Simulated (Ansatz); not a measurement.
# HF (hydrogen fluoride) at PBE/cc-pVTZ

Aim: the energy change on altering one bond length of HF (hydrogen fluoride) at PBE/cc-pVTZ, from 2 runs. 

The results are computed with Ansatz 0.2.0.

37 further runs of the same task are left out: 37 set aside as unsound or not needed.

**1. The system as given**

The species is HF (2 atoms), meant as a singlet with charge 0. As SMILES, `F`. The shape is that of a PBE0-D4/def2-TZVP optimisation.

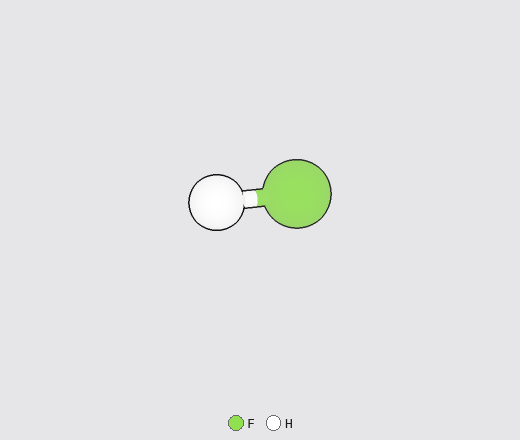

The structure, seen from a chosen angle (fluorine green, hydrogen white).

**2. A single-point energy at PBE/cc-pVTZ**

Contents of job.yaml:

```yaml
crystal:
  periodic: [false, false, false]
  atoms:
    - {symbol: F, position_ang: [-0.390000, 0.144600, -0.196400]}
    - {symbol: H, position_ang: [0.390000, -0.144600, 0.196400]}
basis:
  gaussian:
    orbitals: cc-pVTZ
hamiltonian:
  xc: {name: PBE}
output: {orbitals: {seedname: orbitals}}
accuracy: high
```

Run with:

```
$ ansatz run job.yaml --threads 1 --pin off --max-ram 3480MiB --events-out events.jsonl --progress --plain --runs-dir runs
```

Output:

```text
Warning: RAYON_NUM_THREADS=1 ignored (pool sized by the plan → 1); use --threads N
Functional definition: PBE
  name "PBE"
  parameter kappa = 0.804
  parameter beta = 0.06672455060314922
  exchange = pbe_x(kappa = kappa, mu = beta*pi^2/3)
  correlation = pbe_c(beta = beta)
585 factors; integrals over basis functions are off by at most 3.6e-9 eV
mean field evaluation 1: about -2729.9929 eV, gradient 3.5e1 eV
mean field evaluation 2: about -2726.4814 eV, gradient 6.3e1 eV
mean field evaluation 4: about -2731.5781 eV, gradient 8.2e-1 eV
mean field evaluation 8: about -2731.5798 eV, gradient 2.1e-3 eV
mean field evaluation 16: about -2731.5798 eV, gradient 2.9e-8 eV
mean field -2731.57984697 eV, -100.3837078449 hartree, gradient 2.9e-8 eV, S^2 0.000000; 0 other end points of the search recorded, 0 dependent functions left out
reference -2731.57984833 eV, -100.3837078947 hartree; 5, 5 occupied and 39, 39 virtual orbitals, 585 factors
Total energy: -2731.57984833 eV, -100.3837078947 hartree
```

It took 0.56 s on 1 thread of Arm Neoverse V1, shared host.

**3. The distorted shape**

Contents of molecule.yaml:

```yaml
crystal:
  periodic: [false, false, false]
  atoms:
    - {symbol: F, position_ang: [-0.507038, 0.187994, -0.255339]}
    - {symbol: H, position_ang: [0.390000, -0.144600, 0.196400]}
basis:
  gaussian: {orbitals: cc-pVTZ}
hamiltonian: {xc: pbe}
accuracy: high
output: {orbitals: {seedname: orbitals}}
```

Run with:

```
$ ansatz run molecule.yaml --threads 1 --pin off --max-ram 3480MiB --events-out events.jsonl --progress --plain --runs-dir runs
```

Output:

```text
Warning: RAYON_NUM_THREADS=1 ignored (pool sized by the plan → 1); use --threads N
[... 6 set-up lines as earlier in the session ...]
586 factors; integrals over basis functions are off by at most 3.2e-9 eV
mean field evaluation 1: about -2729.6773 eV, gradient 3.4e1 eV
mean field evaluation 2: about -2724.3979 eV, gradient 7.0e1 eV
mean field evaluation 4: about -2731.2430 eV, gradient 6.1e-1 eV
mean field evaluation 8: about -2731.2420 eV, gradient 6.6e-3 eV
mean field -2731.24203933 eV, -100.3712936429 hartree, gradient 8.4e-8 eV, S^2 0.000000; 0 other end points of the search recorded, 0 dependent functions left out
reference -2731.24204093 eV, -100.3712937017 hartree; 5, 5 occupied and 39, 39 virtual orbitals, 586 factors
Total energy: -2731.24204093 eV, -100.3712937017 hartree
```

It took 0.56 s on 1 thread of Arm Neoverse V1, shared host.

**4. What came out**

At PBE/cc-pVTZ:

```
                                                         quantity          value
                                        first shape: total energy  -100.38371 Eh
                                         first shape: HOMO energy       -9.11 eV
                                         first shape: LUMO energy        0.19 eV
                                       first shape: HOMO–LUMO gap        9.30 eV
                                    distorted shape: total energy  -100.37129 Eh
                                     distorted shape: HOMO energy       -8.81 eV
                                     distorted shape: LUMO energy       -1.00 eV
                                   distorted shape: HOMO–LUMO gap        7.80 eV
energy change with the F1–H2 bond stretched from 0.920 to 1.058 Å       0.338 eV
```

What this shows: With the F1–H2 bond stretched from 0.920 to 1.058 Å the energy rises by 0.34 eV (32.6 kJ/mol). The first shape isn't relaxed at this level, so the change isn't measured from a minimum.
